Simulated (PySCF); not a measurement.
## Electronic structure of C$_{7}$H$_{11}$OPSi in real space

```tsv
atom	x (Å)	y (Å)	z (Å)
C	5.8011	-0.8003	0.0076
C	4.6801	-0.3880	-0.1488
C	3.4154	0.0749	-0.3262
C	2.3060	0.5198	-0.5002
C	0.9653	0.9903	-0.6802
Si	-0.2945	-0.4217	-0.4089
P	-0.1665	-1.2015	1.6964
O	-1.7266	0.3046	-0.6197
C	-2.9638	-0.0413	-0.0587
C	-3.5711	1.1632	0.6427
H	6.7776	-1.1558	0.1421
H	0.8509	1.3879	-1.6896
H	0.7707	1.8058	0.0208
H	-0.1085	-1.4730	-1.4215
H	1.2071	-1.3368	1.6973
H	-0.3597	-2.5320	1.3630
H	-3.6158	-0.3865	-0.8691
H	-2.8305	-0.8652	0.6550
H	-2.9269	1.4734	1.4615
H	-4.5519	0.9106	1.0353
H	-3.6674	1.9884	-0.0581
```

Geometry: GFN2-xTB.

Level of theory: PySCF 2.14.0, PBE0/pcSseg-1, SCF density, gas phase, non-relativistic.

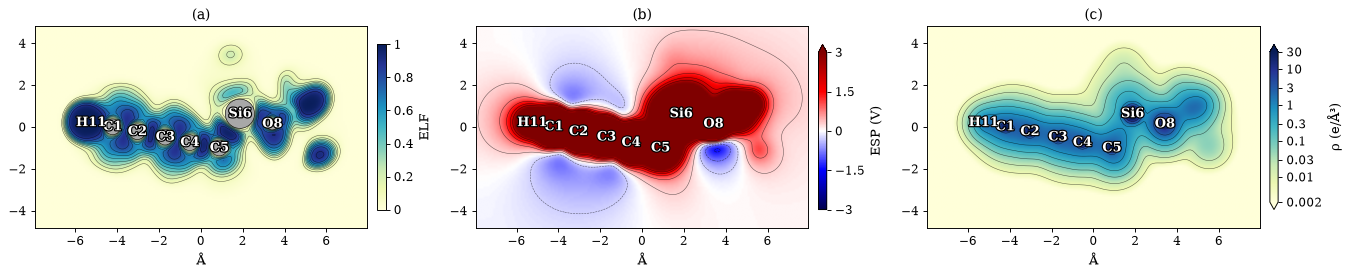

Figure 1. (a) ELF; (b) electrostatic potential; (c) electron density on the plane of atoms C5, Si6 and O8. Grey discs cover the atomic cores in the ELF map.

**Describe what can be read from this map.**

The plane passes through C, Si, O and H nuclei.
C–C (1.20 Å): ρ at the midpoint is about 2.7 e/Å³; the ELF peaks at about 0.85 between the atoms: a short, multiple covalent bond.
Si–O (1.62 Å): the density is about 1.2 e/Å³ at the midpoint; the ELF peaks at about 0.85 between the atoms; a short, strongly polar bond.
C–Si (1.91 Å): ρ at the midpoint is about 0.9 e/Å³; the ELF peaks at about 0.95 between the atoms (a covalent bond).
C–H (1.05 Å): ρ is about 2.2 e/Å³ halfway; the ELF climbs to about 1 towards the hydrogen, as it does in any bond to H: an ordinary covalent bond to hydrogen.
C–C (1.36 Å): ρ at the midpoint is about 2.1 e/Å³; the ELF peaks at about 0.95 between the atoms, as expected for a covalent bond.
The ELF also peaks beside O8, away from the bonds: lone-pair regions.
Outside the dense part of the molecule the potential is most negative (−1.4 V) near O8.

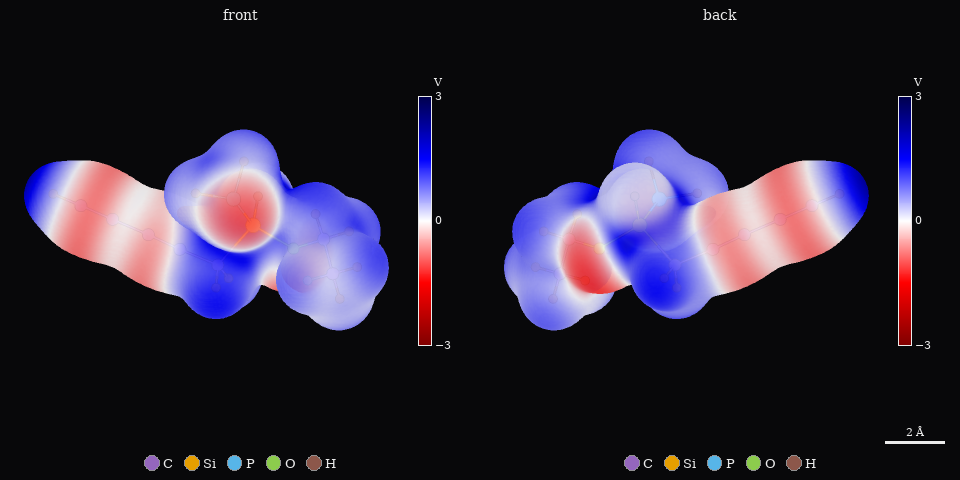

Figure 2. The molecular electrostatic potential painted on the density surface at 0.004 e/bohr³, seen from the front and from behind; red is negative and blue positive.

**Describe the electrostatic potential map.**

The most negative region (about −1.2 V) lies over O8, the most positive (about +2.2 V) over Si6 and H11. O8 is the likeliest acceptor of a hydrogen bond.

**How polar is the molecule by this calculation?**

Its dipole moment is 1.67 D.
